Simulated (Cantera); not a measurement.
Charge: 1 mol Si, 3.5 mol H2, equilibrated at 22.0 bar.

Method: chemical equilibrium by Gibbs-energy minimisation in Cantera with the NASA 1993 tables (ideal gas, pure condensed phases). Candidate condensed phases: Si; 9 gas species. Gases not in the tables: Si2H6 and higher silanes. The numbers say what is thermodynamically allowed, not how fast it happens.

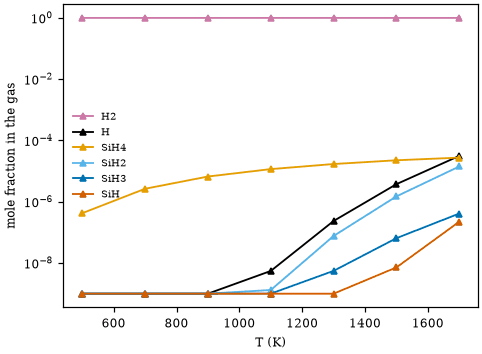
*Equilibrium gas composition (values under 1e-9 drawn at 1e-9)*

Problem. Read off the mole fractions at 1500 K.

Solution. H2 about 1.00, SiH4 about 2.3e-5, H about 3.8e-6, SiH2 about 1.5e-6, SiH3 about 6.5e-8.
